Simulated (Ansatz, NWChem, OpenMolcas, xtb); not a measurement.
## Ligand exchange: HOI + HOF → H2O2 + IF

Species: HOI (hypoiodous acid) `OI`, singlet; HOF (hypofluorous acid) `OF`, singlet; H2O2 (hydrogen peroxide) `OO`, singlet; IF (iodine monofluoride), singlet. The partners trade I for OH: O–I and F–OH bonds give way to O–OH and F–I.

Shapes, held fixed at every level: PBE0-D4/def2-TZVP; IF at the measured bond length. Flexible molecules stand in one conformer, not always the lowest. Programs: Ansatz 0.2.0, NWChem 7.3.0, OpenMolcas 26.06, xtb 6.7.1. Electronic energies: no zero-point or thermal term.

| level | kind | ΔE (kJ/mol) |
| --- | --- | --- |
| GFN2-xTB | semi-empirical | -60.6 |
| PBE/STO-3G | GGA | +19.9 |
| revPBE/STO-3G | GGA | +20.4 |
| B3LYP/STO-3G | global hybrid | +15.1 |
| BHLYP/STO-3G | global hybrid | +9.3 |
| MP2/STO-3G | perturbation theory | +20.5 |
| CCSD(T)/STO-3G | coupled cluster or CI | +22.2 |
| PBE0/def2-SVP | global hybrid | -66.5 |

PBE0/def2-SVP gives ΔE = -66.5 kJ/mol; the levels span -66.5 to +22.2. They disagree on the sign: 6 of 8 are positive. The median of the levels is +17.5. No measured value is set beside it here. For atoms past krypton def2 sets carry core potentials with scalar relativity. All-electron rows are non-relativistic unless named. Outer-core shells of I are correlated, in sets that cover them unevenly. PBE0/def2-SVP lies outside the range of all other levels here, so it shouldn't be taken on trust. Rows in sets without polarisation functions are far from converged.

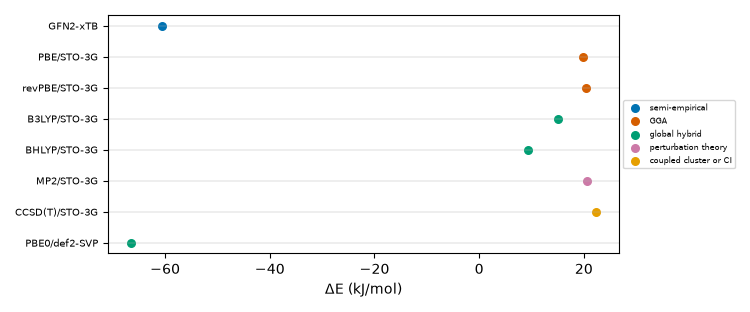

The values of the table, level by level.
